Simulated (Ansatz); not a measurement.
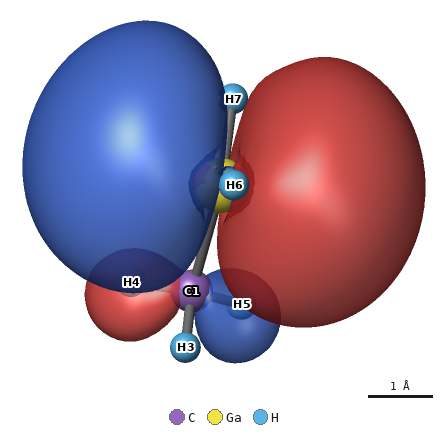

Figure 1: CH5Ga (SMILES [CH3][GaH2]). One frontier orbital at ±0.05 Å⁻³ᐟ² (blue and red are the two phases), seen at an oblique angle.

Geometry: PBE-D3(BJ)/def2-SVP.

Theory: isolated molecule in a Gaussian basis; Kohn-Sham density functional theory, functional PBE0 (Ansatz).

```xyz
7

C    -0.1171   -1.5583    1.6201
Ga    0.4936    0.0854    0.7035
H    -0.8844   -1.3661    2.3940
H    -0.5307   -2.2704    0.8750
H     0.7495   -2.0664    2.0937
H    -0.0894    1.5124    1.0772
H     1.5943   -0.0212   -0.4350
```

**Which orbital is it: HOMO or LUMO?**

The LUMO, at −1.40 eV. Its weight (Hirshfeld) is mainly on Ga2 (about 80 %).
